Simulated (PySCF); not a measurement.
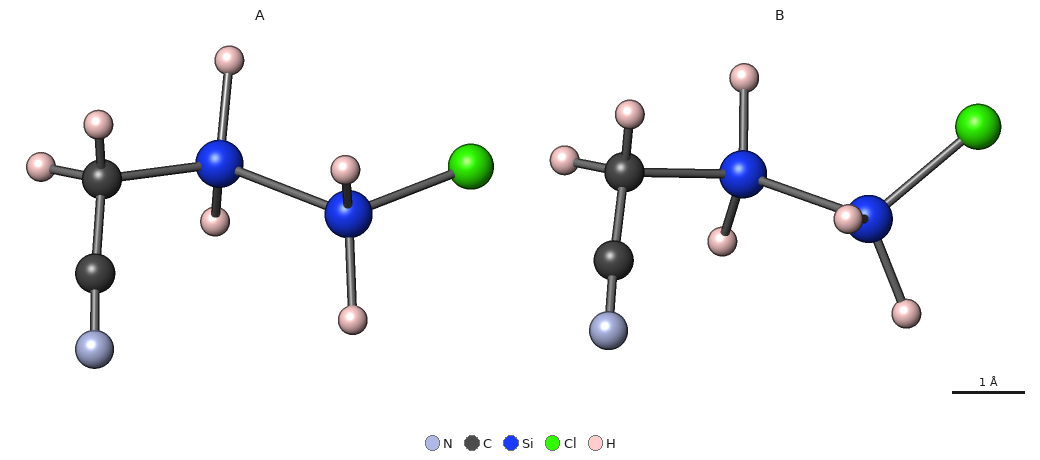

Two geometries of C2H6ClNSi2, drawn at one scale. One is the start of a relaxation, the other its converged end. Style: ball-and-stick. Shown from a free direction.

All numbers below come from PBE0-D3(BJ)/def2-SVP geometry optimisation, gas phase in PySCF. 

**Which of the two is the end point?**

Structure A is the relaxed one. The start comes from GFN2-xTB. Its atoms were then displaced at random by about 0.01 Å. The Cl atom moves most after the best rigid fit: 0.86 Å. By element the largest moves are Cl 0.86 Å, H 0.73 Å, N 0.33 Å, C 0.22 Å, Si 0.17 Å. Near-neighbour distances that change, for instance: Cl–Si 2.021 → 2.079 Å, C–Si 1.973 → 1.917 Å, Si–Si 2.291 → 2.344 Å, H–Si 1.447 → 1.492 Å. Bond angles that change, for instance: Si–Si–H 118.6° → 110.4°, C–Si–H 102.5° → 107.7°, Si–Si–H 114.5° → 109.9°. Groups turn about Si–Si by about 40°. After 23 geometry steps the energy has fallen by 0.360 eV.
